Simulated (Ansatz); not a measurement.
**GaH₂ (doublet): from Hartree-Fock to the top rungs, aug-cc-pVTZ**

Aim: climb from Hartree-Fock through coupled cluster and multireference methods for GaH₂ (doublet) at one geometry and basis, and see what each rung misses.

Computed with Ansatz 0.2.0, Gaussian basis. Level: aug-cc-pVTZ, core rule «outside noble gas», up to 14 orbitals frozen.

Plan: UHF; CCSD(T) on ROHF; CCSD(T) on UHF; BCCD(T) on ROHF; CCSDT(Q) on ROHF; CCSDT(Q) on UHF; CASSCF and NEVPT2, 5 electrons in 6 orbitals.

24 further runs of the same task are left out: 4 for a known fault of the program, 9 that didn't finish, 11 set aside as unsound or not needed.

### Step 1. What is computed

The geometry is a PBE0/def2-TZVP stationary point (not a proven minimum) of the parent state, kept for this charge and spin. No spin-orbit coupling is included. The filled d shell of Ga may be among the frozen orbitals whatever the setting's name suggests; the logs give the count.

3 atoms, charge 0, spin multiplicity 2.

Atoms are counted from 1 here; the program's logs count them from 0.

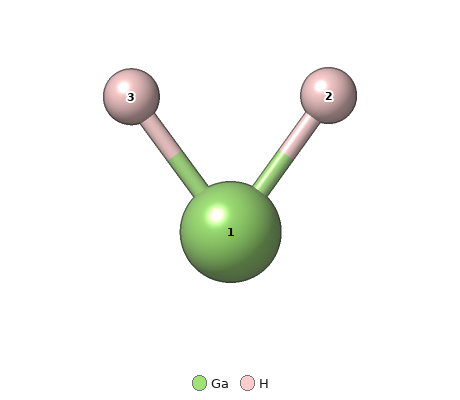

The geometry (gallium green, hydrogen pink); atoms are numbered from 1 in the order of the file.

### Step 2. UHF

Input file in.yaml:

```yaml
crystal:
  periodic: [false, false, false]
  atoms:
    - {symbol: Ga, position_ang: [0.000000, 0.000000, -0.040218]}
    - {symbol: H, position_ang: [0.000000, 1.038252, 1.391008]}
    - {symbol: H, position_ang: [0.000000, -1.038252, 1.391008]}
basis:
  gaussian: {orbitals: aug-cc-pVTZ}
magnetization: {spin_polarized: true, initial_magnetization: 1}
hamiltonian: {xc: hf}
output: {orbitals: {seedname: orbitals}}
```

Command:

```sh
ansatz run in.yaml --threads 1 --pin off --events-out ev --progress --plain --max-ram 2393MiB
```

After this run come: CCSD(T) on ROHF; CCSD(T) on UHF; BCCD(T) on ROHF; CCSDT(Q) on ROHF; CCSDT(Q) on UHF; CASSCF and NEVPT2, 5 electrons in 6 orbitals.

**Question.** What will the summary of the whole plan be? Wanted: UCCSDT(Q) below the RHF energy; RMP2 from UCCSDT(Q); UMP2 from UCCSDT(Q); RCCSD from UCCSDT(Q); RCCSD(T) from UCCSDT(Q); UCCSD(T) from UCCSDT(Q); RCCSDT(Q) from UCCSDT(Q); NEVPT2 valence from UCCSDT(Q); T1 diagnostic.

As calculated:

| quantity | value |
| --- | --- |
| UCCSDT(Q) below the RHF energy | -2.7290 eV |
| RMP2 from UCCSDT(Q) | +675.9 meV |
| UMP2 from UCCSDT(Q) | +671.3 meV |
| RCCSD from UCCSDT(Q) | +99.9 meV |
| RCCSD(T) from UCCSDT(Q) | +30.5 meV |
| UCCSD(T) from UCCSDT(Q) | +22.2 meV |
| RCCSDT(Q) from UCCSDT(Q) | +8.5 meV |
| NEVPT2 valence from UCCSDT(Q) | +432.0 meV |
| levels within 1 kcal/mol (43 meV) | RCCSD(T), UCCSD(T), BCCD(T), RCCSDT, UCCSDT, RCCSDT(Q) |
| T1 diagnostic | 0.031 |
| effectively unpaired electrons | 1.04 |

In words: RCCSD(T) lands +30.5 meV from the yardstick (1.1 % of the correlation energy). One determinant dominates. These misses are within one basis, not against nature; the frozen cores of restricted and unrestricted runs differ, which can shift their rows.
